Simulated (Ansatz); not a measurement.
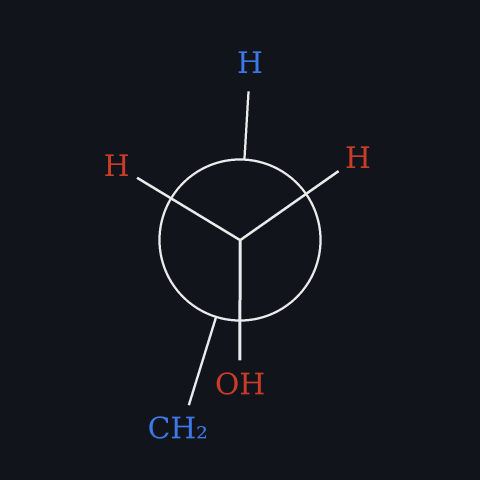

A Newman projection along the Si–C bond, silicon in front; angles are drawn as computed, but eclipsed bonds slightly apart. Geometry: relaxed with PBE0-D4/def2-TZVP with one coordinate held away from its value at the minimum.

**Which molecule is it?**

C2H6OSi, C=C[SiH2]O

**What is the torsion angle from the front OH to the back CH2? The sign is positive where the front bond must turn clockwise to cover the back bond.**

3°, synperiplanar (eclipsed).
